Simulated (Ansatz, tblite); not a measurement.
# The cluster Si3Te: charged states by level of theory

Aim: the energy of removing and adding an electron for the cluster Si3Te, by energy differences, and how well orbital energies stand in for it.

Computed with Ansatz 0.2.0, Gaussian basis. Level: as each input shows.

The runs, in order: charge +1 doublet, at the geometry of the singlet (PBE0-D4/def2-TZVP, PBE-D4/def2-TZVP, r2SCAN-D4/def2-TZVP, CCSD(T)/def2-TZVPP); charge -1 doublet, at the geometry of the singlet (PBE0-D4/def2-TZVPD, PBE-D4/def2-TZVPD, r2SCAN-D4/def2-TZVPD); the starting singlet's energies come from earlier runs.

2 further runs of the same task are left out: 2 set aside as unsound or not needed. Runs told in other sessions of the task aren't counted.

### 1 The relaxed structure

The singlet was relaxed beforehand with PBE-D4/def2-SVP. At that level it is the lowest of the isomers that a small search found.

4 atoms, charge 0, spin multiplicity 1.

Atoms are counted from 1 here; the program's logs count them from 0.

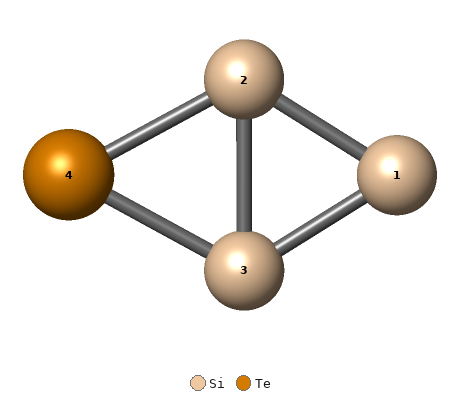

The structure; silicon light orange, tellurium orange; atoms are numbered from 1 in the order of the file.

As a file:

```
Si    1.3124    1.5207    0.0400
Si   -0.8718    0.8483   -0.0170
Si    0.9664   -0.7392    0.0201
Te   -1.4069   -1.6299   -0.0430
```

Te takes a core potential in the def2 sets. No spin-orbit coupling is included.

### 2 Charge +1 doublet at the fixed geometry, PBE0-D4/def2-TZVP

in.yaml reads:

```yaml
crystal:
  periodic: [false, false, false]
  atoms:
    - {symbol: Si, position_ang: [1.312401, 1.520705, 0.039995]}
    - {symbol: Si, position_ang: [-0.871844, 0.848340, -0.017033]}
    - {symbol: Si, position_ang: [0.966351, -0.739192, 0.020062]}
    - {symbol: Te, position_ang: [-1.406907, -1.629863, -0.043024]}
basis:
  gaussian: {orbitals: def2-TZVP}
total_charge: 1
magnetization: {spin_polarized: true, initial_magnetization: 1}
hamiltonian: {xc: pbe0, dispersion: d4}
scf: {omitted_lower_state_checks: [starts]}
output: {orbitals: {seedname: orbitals}}
```

Started as:

```
ansatz run in.yaml --threads 4 --pin off --events-out ev --progress --plain --max-ram 4787MiB
```

Output:

```text
Functional definition: PBE0
  name "PBE0"
  cite "Adamo & Barone, J. Chem. Phys. 110, 6158 (1999) doi:10.1063/1.478522"
  cite "Perdew, Burke & Ernzerhof, Phys. Rev. Lett. 77, 3865 (1996) doi:10.1103/PhysRevLett.77.3865"
  parent pbe
  parameter a = 0.25
  parameter kappa = 0.804
  parameter beta = 0.06672455060314922
  exchange = (1 - a)*pbe_x(kappa = kappa, mu = beta*pi^2/3) + a*exact_x
  correlation = pbe_c(beta = beta)
these checks for a lower state are left out or cut short: starts
1242 factors; their error is unknown
mean field evaluation 1: about -30903.9670 eV, gradient 2.7e1 eV
mean field evaluation 2: about -30894.9996 eV, gradient 4.7e1 eV
mean field evaluation 4: about -30908.3043 eV, gradient 5.6e0 eV
mean field evaluation 8: about -30908.8000 eV, gradient 3.4e-1 eV
mean field evaluation 16: about -30908.8004 eV, gradient 4.5e-4 eV
mean field -30908.80036693 eV, -1135.8774627475 hartree, gradient 2.0e-5 eV, S^2 0.766308; 0 other end points of the search recorded, 0 dependent functions left out
reference -30908.80039237 eV, -1135.8774636822 hartree; 33, 32 occupied and 128, 129 virtual orbitals, 1242 factors
Total energy: -30909.02038173 eV, -1135.8855481421 hartree
Checks for a lower state left out: starts
```

Wall time 4.7 s (4 threads of Arm Neoverse V1, shared host); peak memory 0.56 GiB.

HOMO -11.67 eV, LUMO -9.36 eV (over both spins); ⟨S²⟩ 0.766 (pure: 0.75).

### 3 Charge +1 doublet at the fixed geometry, PBE-D4/def2-TZVP

start.molden holds the orbitals of an earlier run on this state, given as this run's starting guess.

in.yaml: that of step 2 with these lines changed.

```diff
@@ -8,6 +8,6 @@
 basis:
-  gaussian: {orbitals: def2-TZVP}
+  gaussian: {orbitals: def2-TZVP, initial_orbitals: start.molden}
 total_charge: 1
 magnetization: {spin_polarized: true, initial_magnetization: 1}
-hamiltonian: {xc: pbe0, dispersion: d4}
+hamiltonian: {xc: pbe, dispersion: d4}
 scf: {omitted_lower_state_checks: [starts]}
```

Launched as before.

Output:

```text
Functional definition: PBE
  name "PBE"
  cite "Perdew, Burke & Ernzerhof, Phys. Rev. Lett. 77, 3865 (1996) doi:10.1103/PhysRevLett.77.3865"
  parent pbe
  parameter kappa = 0.804
  parameter beta = 0.06672455060314922
  exchange = pbe_x(kappa = kappa, mu = beta*pi^2/3)
  correlation = pbe_c(beta = beta)
these checks for a lower state are left out or cut short: starts
1142 factors; their error is unknown
mean field evaluation 1: about -30906.7612 eV, gradient 7.8e0 eV
mean field evaluation 2: about -30906.8584 eV, gradient 1.6e-1 eV
mean field evaluation 4: about -30906.7186 eV, gradient 2.4e-3 eV
mean field -30906.71860569 eV, -1135.8009594328 hartree, gradient 2.9e-5 eV, S^2 0.756458; 0 other end points of the search recorded, 0 dependent functions left out
reference -30906.71863945 eV, -1135.8009606734 hartree; 33, 32 occupied and 128, 129 virtual orbitals, 1142 factors
Total energy: -30906.97692600 eV, -1135.8104525291 hartree
Checks for a lower state left out: starts
```

Wall time 2.7 s (4 threads of Arm Neoverse V1, shared host).

Report: HOMO -10.76 eV, LUMO -10.04 eV (over both spins); ⟨S²⟩ 0.756 (pure: 0.75).

### 4 Charge +1 doublet at the fixed geometry, r2SCAN-D4/def2-TZVP

in.yaml: that of step 3 with these lines changed.

```diff
@@ -11,3 +11,3 @@
 magnetization: {spin_polarized: true, initial_magnetization: 1}
-hamiltonian: {xc: pbe, dispersion: d4}
+hamiltonian: {xc: r2scan, dispersion: d4}
 scf: {omitted_lower_state_checks: [starts]}
```

Same command.

Output:

```text
Functional definition: r2SCAN
  name "r2SCAN"
  cite "Furness, Kaplan, Ning, Perdew & Sun, J. Phys. Chem. Lett. 11, 8208 (2020) doi:10.1021/acs.jpclett.0c02405"
  cite "Furness, Kaplan, Ning, Perdew & Sun, J. Phys. Chem. Lett. 11, 9248 (2020) doi:10.1021/acs.jpclett.0c03077"
  parent r2scan
  parameter k0 = 0.174
  parameter k1 = 0.065
  parameter a1 = 4.9479
  exchange = r2scan_x(k0 = k0, k1 = k1, a1 = a1)
  correlation = r2scan_c
these checks for a lower state are left out or cut short: starts
1142 factors; their error is unknown
mean field evaluation 1: about -30919.1779 eV, gradient 5.7e0 eV
mean field evaluation 2: about -30919.2261 eV, gradient 8.3e-2 eV
mean field evaluation 4: about -30919.0834 eV, gradient 9.2e-4 eV
mean field -30919.08336837 eV, -1136.2553560802 hartree, gradient 2.5e-5 eV, S^2 0.768346; 0 other end points of the search recorded, 0 dependent functions left out
reference -30919.08338342 eV, -1136.2553566331 hartree; 33, 32 occupied and 128, 129 virtual orbitals, 1142 factors
Total energy: -30919.13083299 eV, -1136.2571003728 hartree
Checks for a lower state left out: starts
```

Run time: 8 s. Hardware: 4 threads of Arm Neoverse V1, shared host.

HOMO -11.10 eV, LUMO -9.94 eV (over both spins); ⟨S²⟩ 0.768 (pure: 0.75).

### 5 Charge +1 doublet at the fixed geometry, CCSD(T)/def2-TZVPP

in.yaml: that of step 4 with these lines changed.

```diff
@@ -8,7 +8,7 @@
 basis:
-  gaussian: {orbitals: def2-TZVP, initial_orbitals: start.molden}
+  gaussian: {orbitals: def2-TZVPP, initial_orbitals: start.molden}
 total_charge: 1
 magnetization: {spin_polarized: true, initial_magnetization: 1}
-hamiltonian: {xc: r2scan, dispersion: d4}
-scf: {omitted_lower_state_checks: [starts]}
+correlation: {method: ccsd_t}
+scf: {omitted_lower_state_checks: [starts, cluster_reference]}
 output: {orbitals: {seedname: orbitals}}
```

Launched as before.

Output, cut to the lines that bear on the results:

```text
Functional definition: HF
  name "HF"
  cite "Fock, Z. Phys. 61, 126 (1930) doi:10.1007/BF01340294"
  parent pbe
[...]
1233 factors; integrals over basis functions are off by at most 9.9e-4 eV
[...]
mean field -30844.48342114 eV, -1133.5138585853 hartree, gradient 2.4e-6 eV, S^2 1.106224; 0 other end points of the search recorded, 0 dependent functions left out
19 core orbitals not correlated: weight in the atoms' cores, before any rotation towards them, 1.000 or more for the frozen orbitals, at most 0.000 for the correlated occupied ones
reference -30844.48342114 eV, -1133.5138585853 hartree; 14, 13 occupied and 143, 144 virtual orbitals, 1233 factors
second order -20.33177596 eV of doubles, -0.00000000 eV of singles
cycle   1  -19.21350757 eV  change     1.1e0 eV  update   1.7e-1
[...]
cycle  15  -20.23398244 eV  change    8.9e-6 eV  update   2.2e-5
perturbative correction -1.18621348 eV, -0.0435925415 hartree
Total energy: -30865.90361707 eV, -1134.3010362664 hartree
Checks for a lower state left out: starts, cluster_reference
```

Wall time 2.3 min (4 threads of Arm Neoverse V1, shared host); peak memory 3.7 GiB.

From the report: Hartree-Fock HOMO -13.62 eV, LUMO -6.15 eV (over both spins); ⟨S²⟩ 1.106 (pure: 0.75); T1 0.046. Doubts: large T1 diagnostic, spin contamination.

### 6 Vertical ionisation energy

Charged state less starting state, singlet to doublet; the starting state's energies are those of its earlier runs.

| level | vertical ionisation energy (eV) | time |
| --- | --- | --- |
| HF/def2-TZVPP† | +6.82 |  |
| PBE-D4/def2-TZVP | +7.63 | 4.5 s |
| r2SCAN-D4/def2-TZVP | +7.70 | 12 s |
| PBE0-D4/def2-TZVP | +7.70 | 7.1 s |
| MP2/def2-TZVPP† | +8.19 |  |
| CCSD/def2-TZVPP† | +7.68 |  |
| CCSD(T)/def2-TZVPP† | +7.75 | 2.9 min |

Times add the two runs; a level without a time comes out of a correlated run. † marks a level with a doubtful state (flagged, unstable, out of aufbau order, or strongly spin-contaminated); such levels are left out of the summary. CCSD(T)/def2-TZVPP is no safe reference here (large T1 diagnostic, spin contamination).

Beside −ε(HOMO) of the starting state:

| level | −ε(HOMO) (eV) | by difference (eV) | mismatch (eV) |
| --- | --- | --- | --- |
| PBE-D4/def2-TZVP | 5.21 | 7.63 | -2.43 |
| r2SCAN-D4/def2-TZVP | 5.42 | 7.70 | -2.28 |
| PBE0-D4/def2-TZVP | 6.01 | 7.70 | -1.69 |

### 7 Charge -1 doublet at the fixed geometry, PBE0-D4/def2-TZVPD

in.yaml: that of step 5 with these lines changed.

```diff
@@ -8,7 +8,7 @@
 basis:
-  gaussian: {orbitals: def2-TZVPP, initial_orbitals: start.molden}
-total_charge: 1
+  gaussian: {orbitals: def2-TZVPD}
+total_charge: -1
 magnetization: {spin_polarized: true, initial_magnetization: 1}
-correlation: {method: ccsd_t}
-scf: {omitted_lower_state_checks: [starts, cluster_reference]}
+hamiltonian: {xc: pbe0, dispersion: d4}
+scf: {omitted_lower_state_checks: [starts]}
 output: {orbitals: {seedname: orbitals}}
```

Launched as before.

Output, cut to the lines that bear on the results:

```text
Functional definition: PBE0
  name "PBE0"
  cite "Adamo & Barone, J. Chem. Phys. 110, 6158 (1999) doi:10.1063/1.478522"
  cite "Perdew, Burke & Ernzerhof, Phys. Rev. Lett. 77, 3865 (1996) doi:10.1103/PhysRevLett.77.3865"
  parent pbe
[...]
1365 factors; their error is unknown
[...]
mean field -30918.30978572 eV, -1136.2269274422 hartree, gradient 3.3e-5 eV, S^2 0.761783; 0 other end points of the search recorded, 0 dependent functions left out
reference -30918.30981872 eV, -1136.2269286550 hartree; 34, 33 occupied and 154, 155 virtual orbitals, 1365 factors
Total energy: -30918.55696802 eV, -1136.2360112241 hartree
Checks for a lower state left out: starts
```

It took 9 s on 4 threads of Arm Neoverse V1, shared host; peak memory 0.76 GiB.

Report: HOMO -0.22 eV, LUMO 1.79 eV (over both spins); ⟨S²⟩ 0.762 (pure: 0.75).

### 8 Charge -1 doublet at the fixed geometry, PBE-D4/def2-TZVPD

in.yaml: that of step 7 with these lines changed.

```diff
@@ -8,6 +8,6 @@
 basis:
-  gaussian: {orbitals: def2-TZVPD}
+  gaussian: {orbitals: def2-TZVPD, initial_orbitals: start.molden}
 total_charge: -1
 magnetization: {spin_polarized: true, initial_magnetization: 1}
-hamiltonian: {xc: pbe0, dispersion: d4}
+hamiltonian: {xc: pbe, dispersion: d4}
 scf: {omitted_lower_state_checks: [starts]}
```

The command is unchanged.

Output:

```text
Functional definition: PBE
  name "PBE"
  cite "Perdew, Burke & Ernzerhof, Phys. Rev. Lett. 77, 3865 (1996) doi:10.1103/PhysRevLett.77.3865"
  parent pbe
  parameter kappa = 0.804
  parameter beta = 0.06672455060314922
  exchange = pbe_x(kappa = kappa, mu = beta*pi^2/3)
  correlation = pbe_c(beta = beta)
these checks for a lower state are left out or cut short: starts
1274 factors; their error is unknown
mean field evaluation 1: about -30915.9526 eV, gradient 7.7e0 eV
mean field evaluation 2: about -30916.0529 eV, gradient 1.7e-1 eV
mean field evaluation 4: about -30916.0432 eV, gradient 1.6e-3 eV
mean field -30916.04321528 eV, -1136.1436325150 hartree, gradient 2.1e-5 eV, S^2 0.754528; 0 other end points of the search recorded, 0 dependent functions left out
reference -30916.04326140 eV, -1136.1436342097 hartree; 34, 33 occupied and 154, 155 virtual orbitals, 1274 factors
Total energy: -30916.33334306 eV, -1136.1542945142 hartree
Checks for a lower state left out: starts
```

Run time: 5.5 s. Hardware: 4 threads of Arm Neoverse V1, shared host.

Report: HOMO 0.57 eV, LUMO 1.15 eV (over both spins); ⟨S²⟩ 0.755 (pure: 0.75). Doubts: highest occupied level lies above zero.

### 9 Charge -1 doublet at the fixed geometry, r2SCAN-D4/def2-TZVPD

in.yaml: that of step 8 with these lines changed.

```diff
@@ -11,3 +11,3 @@
 magnetization: {spin_polarized: true, initial_magnetization: 1}
-hamiltonian: {xc: pbe, dispersion: d4}
+hamiltonian: {xc: r2scan, dispersion: d4}
 scf: {omitted_lower_state_checks: [starts]}
```

Same command.

Output:

```text
Functional definition: r2SCAN
  name "r2SCAN"
  cite "Furness, Kaplan, Ning, Perdew & Sun, J. Phys. Chem. Lett. 11, 8208 (2020) doi:10.1021/acs.jpclett.0c02405"
  cite "Furness, Kaplan, Ning, Perdew & Sun, J. Phys. Chem. Lett. 11, 9248 (2020) doi:10.1021/acs.jpclett.0c03077"
  parent r2scan
  parameter k0 = 0.174
  parameter k1 = 0.065
  parameter a1 = 4.9479
  exchange = r2scan_x(k0 = k0, k1 = k1, a1 = a1)
  correlation = r2scan_c
these checks for a lower state are left out or cut short: starts
1274 factors; their error is unknown
mean field evaluation 1: about -30928.5573 eV, gradient 5.6e0 eV
mean field evaluation 2: about -30928.6017 eV, gradient 8.0e-2 eV
mean field evaluation 4: about -30928.5892 eV, gradient 4.0e-4 eV
mean field evaluation 8: about -30928.5892 eV, gradient 2.8e-5 eV
mean field -30928.58918593 eV, -1136.6046884322 hartree, gradient 2.6e-5 eV, S^2 0.762474; 0 other end points of the search recorded, 0 dependent functions left out
reference -30928.58921162 eV, -1136.6046893765 hartree; 34, 33 occupied and 154, 155 virtual orbitals, 1274 factors
Total energy: -30928.64255038 eV, -1136.6066495395 hartree
Checks for a lower state left out: starts
```

Run time: 13 s. Hardware: 4 threads of Arm Neoverse V1, shared host.

From the report: HOMO 0.38 eV, LUMO 1.26 eV (over both spins); ⟨S²⟩ 0.762 (pure: 0.75). Doubts: highest occupied level lies above zero.

### 10 Vertical electron affinity

Starting state less charged state (positive: the electron is bound), singlet to doublet; the starting state's energies are those of its earlier runs.

| level | vertical electron affinity (eV) | time |
| --- | --- | --- |
| PBE-D4/def2-TZVPD | +1.70 | 8 s |
| r2SCAN-D4/def2-TZVPD | +1.79 | 18 s |
| PBE0-D4/def2-TZVPD | +1.81 | 13 s |

Times add the two runs; a level without a time comes out of a correlated run.

Beside −ε(LUMO) of the starting state:

| level | −ε(LUMO) (eV) | by difference (eV) | mismatch (eV) |
| --- | --- | --- | --- |
| PBE-D4/def2-TZVPD | 3.98 | 1.70 | +2.28 |
| r2SCAN-D4/def2-TZVPD | 3.98 | 1.79 | +2.18 |
| PBE0-D4/def2-TZVPD | 3.40 | 1.81 | +1.58 |

### 11 Results

| quantity | value |
| --- | --- |
| vertical ionisation energy, functionals in def2-TZVP | 7.63 (PBE-D4) to 7.70 eV (PBE0-D4) |
| vertical electron affinity, functionals in def2-TZVPD | 1.70 (PBE-D4) to 1.81 eV (PBE0-D4) |

**Reading.** The vertical ionisation energy spans 7.63 to 7.70 eV over the functionals. −ε(HOMO) misses the level's own difference by -1.69 eV at best (PBE0-D4) and -2.43 eV at worst (PBE-D4). The vertical electron affinity spans 1.70 to 1.81 eV over the functionals. The anion's highest level lies above zero where self-interaction lifts it, so diffuse functions weigh on these values. −ε(LUMO) misses the level's own difference by +1.58 eV at best (PBE0-D4) and +2.28 eV at worst (PBE-D4).

The anion's highest level is positive in at least one run, so there the basis alone may hold the extra electron.
